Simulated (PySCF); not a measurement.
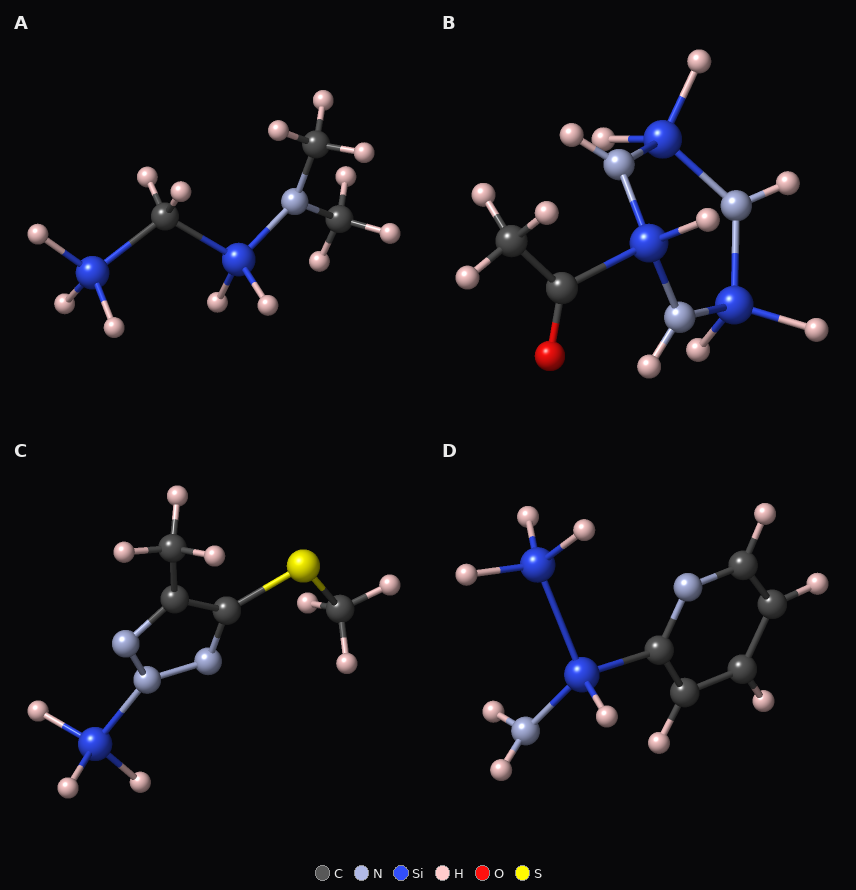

Figure made from data computed with PySCF.

```xyz
19
charge 0, multiplicity 1
C    -1.8409    1.1649    0.5790
N    -1.3764   -0.1674    0.2914
C    -2.4330   -1.1404    0.1809
Si    0.1848   -0.4553   -0.4189
C     1.5132    0.5298    0.4713
Si    3.2802    0.0454    0.0466
H    -2.4732    1.5888   -0.2287
H    -0.9952    1.8517    0.7337
H    -2.4448    1.1789    1.5056
H    -3.1374   -0.9255   -0.6491
H    -2.0186   -2.1459    0.0124
H    -3.0302   -1.1798    1.1115
H     0.4311   -1.9251   -0.2955
H     0.2782   -0.1068   -1.8807
H     1.3945    1.6018    0.2364
H     1.3690    0.4159    1.5596
H     3.5226    0.1713   -1.4240
H     3.5479   -1.3706    0.4456
H     4.2569    0.9267    0.7589
```

Which panel shows the molecule in this file?

A. The file holds C3H13NSi2, `CN(C)[SiH2]C[SiH3]`.
